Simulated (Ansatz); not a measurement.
Input

```
crystal:
  periodic: [false, false, false]
  atoms:
    - {symbol: C, position_ang: [-1.841994, 0.558972, -0.255470]}
    - {symbol: C, position_ang: [-0.518932, 0.353109, 0.428167]}
    - {symbol: F, position_ang: [-0.702121, -0.428788, 1.564414]}
    - {symbol: C, position_ang: [0.494868, -0.383896, -0.433817]}
    - {symbol: F, position_ang: [0.672068, 0.336684, -1.601007]}
    - {symbol: C, position_ang: [1.824712, -0.585079, 0.239588]}
    - {symbol: F, position_ang: [2.333483, 0.614457, 0.688914]}
    - {symbol: H, position_ang: [-1.709084, 1.170432, -1.148853]}
    - {symbol: H, position_ang: [-2.534543, 1.068111, 0.416056]}
    - {symbol: H, position_ang: [-2.277192, -0.399575, -0.547735]}
    - {symbol: H, position_ang: [-0.088256, 1.303748, 0.755614]}
    - {symbol: H, position_ang: [0.092160, -1.369473, -0.701378]}
    - {symbol: H, position_ang: [2.537555, -1.013041, -0.470589]}
    - {symbol: H, position_ang: [1.704373, -1.254860, 1.094999]}
basis:
  gaussian: {orbitals: def2-TZVPP}
hamiltonian: {xc: pbe0, dispersion: d4}
output: {orbitals: {seedname: orbitals}}
```

Run with:

```sh
ansatz run in.yaml --threads 4 --pin off --events-out ev --progress --plain --max-ram 11315MiB
```

Geometry: PBE0-D4/def2-TZVP.

Computed with RKS PBE0-D4/def2-TZVPP (Ansatz 0.2.0).

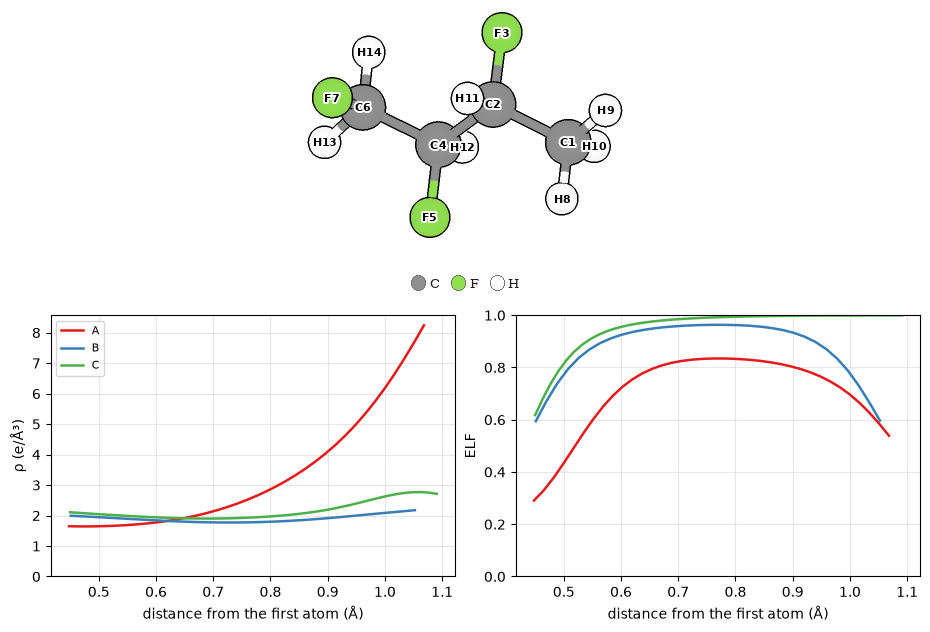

C4H7F3 (SMILES CC(F)C(F)CF). Total electron density and electron localisation function along straight lines between neighbouring atoms. The curves leave out the atomic cores. The structure is drawn too.

Question: Which curve belongs to which contact (C–C, C–F and C–H)? The first atom named is at distance zero.

Answer: Curve A: C–F (1.38 Å): the density is about 2.1 e/Å³ at the midpoint, with its minimum of 1.6 e/Å³ about 0.5 Å from C; the ELF peaks at about 0.85 between the atoms; a shared but strongly polarised pair. Curve B: C–C (1.50 Å): the density is about 1.8 e/Å³ at the midpoint; the ELF peaks at about 0.95 between the atoms; localised, covalent bonding. Curve C: C–H (1.09 Å): ρ is about 2 e/Å³ halfway; the ELF climbs to about 1 towards the hydrogen, as it does in any bond to H: an ordinary covalent bond to hydrogen.
